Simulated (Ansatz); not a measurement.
# What a change does: single-point calculation on C₂H₆Zn

System: C₂H₆Zn, SMILES [CH3][Zn][CH3].
Method of run 1: RKS SPW92/def2-TZVPP (Ansatz 0.2.0).

The geometry comes from this level: PBE0-D4/def2-TZVP. Text and figures count atoms from 1; the logs count them from 0 in places.

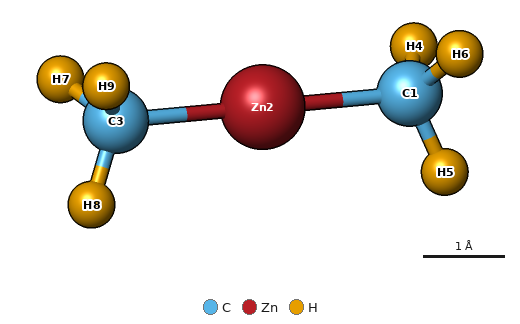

Figure 1. The structure as given in the input (ball-and-stick view, seen at a tilt; atoms are numbered from 1 in the order of the input). Sticks mark near contacts.

### The input, run 1
```yaml
crystal:
  periodic: [false, false, false]
  atoms:
    - {symbol: C, position_ang: [-0.934296, 1.300551, -1.087012]}
    - {symbol: Zn, position_ang: [0.010068, -0.005030, -0.001977]}
    - {symbol: C, position_ang: [0.954015, -1.310805, 1.083188]}
    - {symbol: H, position_ang: [-1.806906, 0.853656, -1.571016]}
    - {symbol: H, position_ang: [-0.287734, 1.703213, -1.871381]}
    - {symbol: H, position_ang: [-1.283437, 2.139718, -0.479296]}
    - {symbol: H, position_ang: [0.467294, -2.288690, 1.035551]}
    - {symbol: H, position_ang: [1.985542, -1.434888, 0.742648]}
    - {symbol: H, position_ang: [0.983854, -1.004024, 2.132194]}
basis:
  gaussian: {orbitals: def2-TZVPP}
hamiltonian: {xc: lda}
output: {orbitals: {seedname: orbitals}}
```

Hardware: 4 CPU threads, shared host.

### Output (run 1)
```
Functional definition: SPW92
  exchange = slater_x
  correlation = pw_c
1213 factors; their error is unknown
mean field evaluation 1: about -50468.5952 eV, gradient 1.2e2 eV
mean field evaluation 2: about -50417.9294 eV, gradient 2.1e2 eV
mean field evaluation 4: about -50491.9678 eV, gradient 2.2e1 eV
mean field evaluation 8: about -50492.6844 eV, gradient 3.8e-1 eV
mean field evaluation 16: about -50492.6845 eV, gradient 4.9e-5 eV
mean field -50492.68453823 eV, -1855.5719316090 hartree, gradient 4.9e-5 eV, S^2 0.000000; 0 other end points of the search recorded, 0 dependent functions left out
reference -50492.68457935 eV, -1855.5719331204 hartree; 24, 24 occupied and 186, 186 virtual orbitals, 1213 factors
Total energy: -50492.68457935 eV, -1855.5719331204 hartree
```

For run 2 the input was changed thus:
```diff
-hamiltonian: {xc: lda}
+hamiltonian: {xc: {name: wB97X-V}}
```

How does run 2 compare with run 1?

The total energies belong to different methods, so their difference says nothing on which is more stable or more accurate. The HOMO goes from −6.19 to −9.46 eV. The LUMO goes from −0.71 to 1.83 eV.

### Output (run 2)
```
Functional definition: wB97X-V
  parameter omega = 0.3/bohr
  parameter cx = 0.167
  parameter cx1 = 0.603
  parameter cx2 = 1.194
  parameter css0 = 0.556
  parameter css1 = -0.257
  parameter cos0 = 1.219
  parameter cos1 = -1.850
  parameter b = 6.0
  parameter c = 0.01
  exchange = spin_sum(e_x_unif_sr(omega)*poly(b97_u_x, 1 - cx, cx1, cx2)) + cx*exact_x_sr(omega) + exact_x_lr(omega)
  correlation = spin_sum(e_c_pw_same_spin*poly(b97_u_same, css0, css1))
      + integral(e_c_pw_opposite_spin*poly(b97_u_opposite, cos0, cos1)) + vv10(b, c)
1250 factors; their error is unknown
271 factors; integrals over basis functions are off by at most 1.4e-5 eV
mean field evaluation 1: about -50581.3848 eV, gradient 5.8e1 eV
mean field evaluation 2: about -50582.3993 eV, gradient 6.8e1 eV
mean field evaluation 4: about -50587.2251 eV, gradient 1.3e0 eV
mean field evaluation 8: about -50587.2777 eV, gradient 3.9e-2 eV
mean field -50587.27773944 eV, -1859.0481676361 hartree, gradient 1.7e-5 eV, S^2 0.000000; 0 other end points of the search recorded, 0 dependent functions left out
reference -50587.27773736 eV, -1859.0481675598 hartree; 24, 24 occupied and 186, 186 virtual orbitals, 1250 factors
Total energy: -50587.27773736 eV, -1859.0481675598 hartree
```

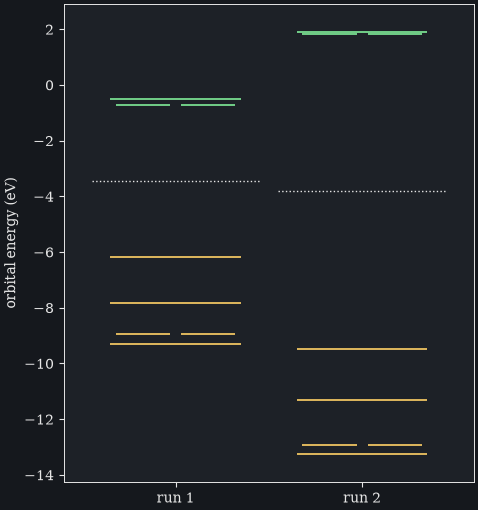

Figure 2. The five highest filled and three lowest empty orbital energies of the two runs; the dotted lines part filled from empty levels. The HOMO–LUMO gap is 5.49 eV in run 1 and 11.29 eV in run 2.

### The two runs side by side

```csv
quantity,run 1,run 2
outcome,converged,converged
total energy (hartree),−1855.571933,−1859.048168
HOMO (eV),−6.19,−9.46
LUMO (eV),−0.71,1.83
basis functions,210,210
wall time (shared host),0.8 s,3.6 s
```
